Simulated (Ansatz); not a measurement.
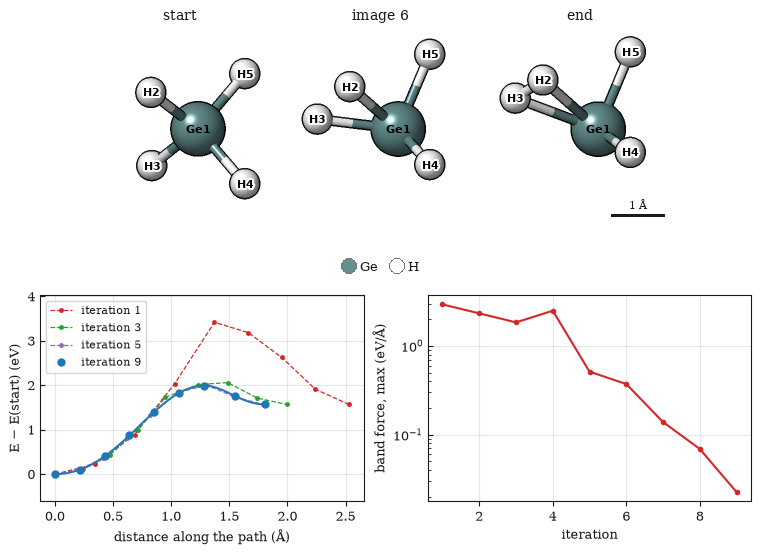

A nudged-elastic-band calculation for GeH₄. Images are numbered from 0 (start) to 8 (end). The plot follows the band through its iterations. A ball-and-stick model, seen at a tilt.

Computed with RKS PBE-D4/def2-SVPD (Ansatz 0.2.0). Set-up: 7 movable images; climbing image; force threshold 0.05 eV/Å; iteration limit 60; starting path through a guess of the saddle point.

How did the profile develop, and is the result final?

Answer. The result is final at these settings. The band converged in 9 iterations. The largest component of the band force went from 2.9 to 0.023 eV/Å. The climbing image converged on the top of the path. Its vibrational analysis gives one imaginary mode (1066i cm⁻¹), as a transition state must have. The first iteration put the highest image at 3.42 eV. The energy climbs by 1.99 eV to image 6 and then falls by 0.43 eV, so the end point sits at +1.57 eV.

The run took 85 s on 1 thread of Arm Neoverse V1, on a shared host, peak memory 0.11 GiB.
